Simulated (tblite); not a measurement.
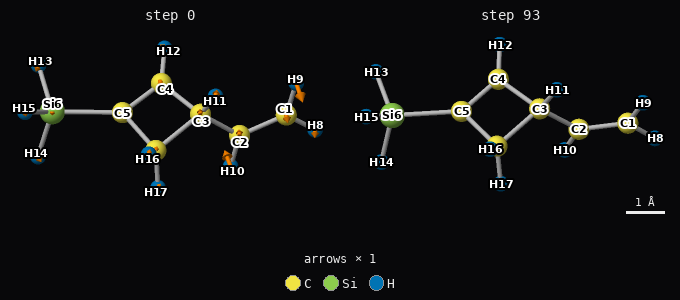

The structure of C$_{6}$H$_{10}$Si before (left) and after (right) a relaxation, at one scale. The orange arrows give the displacements, at their true length.

Style: ball-and-stick. Shown at a tilt.

Computed with GFN2-xTB geometry optimisation, gas phase (tblite 0.8.0). 

**Summarise the run.**

The energy falls by 14.1 kJ/mol in 93 geometry steps. The largest move after the best rigid fit is that of an H atom, 0.63 Å. By element the largest moves are H 0.63 Å, C 0.24 Å, Si 0.10 Å. Near-neighbour distances that change, for instance: C–C 1.355 → 1.321 Å, H–Si 1.496 → 1.463 Å, C–Si 1.890 → 1.869 Å, C–H 1.092 → 1.076 Å. Among the angles between lasting bonds that change: C–C–C 119.5° → 124.6°, C–C–H 119.9° → 114.9°, C–C–H 113.9° → 110.6°. Groups turn about C–C by about 25°. The run took 1 s on 1 thread of Arm Neoverse N1 (shared host).
